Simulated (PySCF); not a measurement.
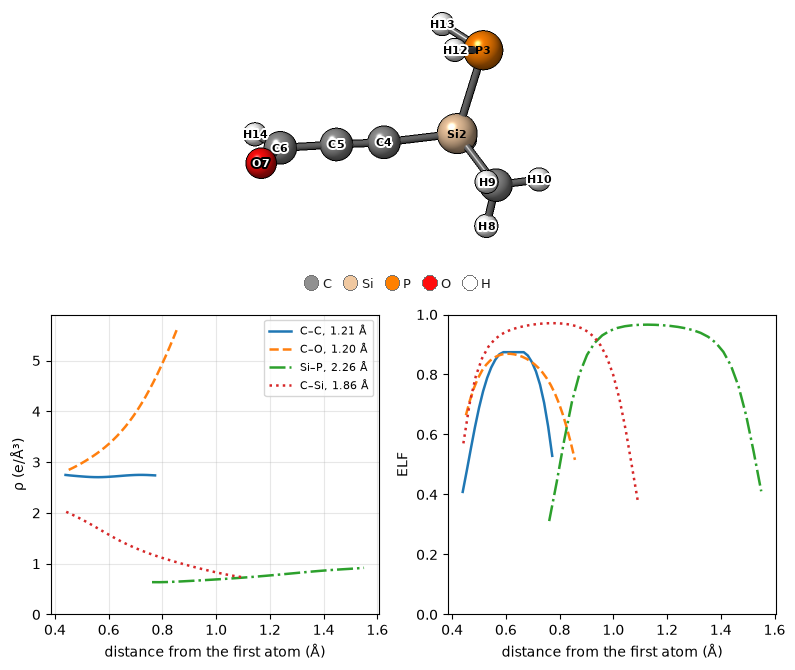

The picture shows: C4H7OPSi. Total electron density and electron localisation function along straight lines between neighbouring atoms. The curves leave out the atomic cores. The structure is drawn too.

Geometry: GFN2-xTB.

Level of theory: wB97X-D/def2-SVPD, SCF density, gas phase in PySCF.

The calculation's input:

```
{"job": {"kind": "uv", "xc": "wB97X-D", "basis": "def2-SVPD", "nstates": 8, "ntriplets": 3}, "charge": 0, "multiplicity": 1}
C     -1.816223     1.476665     0.247842
Si    -1.103594    -0.112712    -0.510922
P     -1.805543    -1.884500     0.695064
C      0.753323    -0.015589    -0.466842
C      1.960840    -0.023492    -0.365179
C      3.384541    -0.017344    -0.268319
O      4.030254     0.557070     0.568446
H     -1.551089     2.346724    -0.344657
H     -1.442975     1.635363     1.256448
H     -2.900440     1.424830     0.300377
H     -1.489691    -0.310683    -1.914656
H     -0.940392    -1.671729     1.754901
H     -0.942865    -2.785846     0.094510
H      3.863175    -0.619229    -1.069179
```

Run with:

```sh
OMP_NUM_THREADS=1 python probes_run.py task.json out
```

### What can be read from the curves?

C–C (1.21 Å): ρ is about 2.7 e/Å³ halfway; the ELF peaks at about 0.85 between the atoms; a multiple bond.
C–O (1.20 Å): the density is about 3.4 e/Å³ at the midpoint; the ELF peaks at about 0.85 between the atoms; a multiple bond.
Si–P (2.26 Å): the density is about 0.74 e/Å³ at the midpoint, with its minimum of 0.64 e/Å³ about 0.8 Å from Si; the ELF peaks at about 0.95 between the atoms, as expected for a covalent bond.
C–Si (1.86 Å): ρ at the midpoint is about 0.92 e/Å³; the ELF peaks at about 1 between the atoms; a shared electron pair.
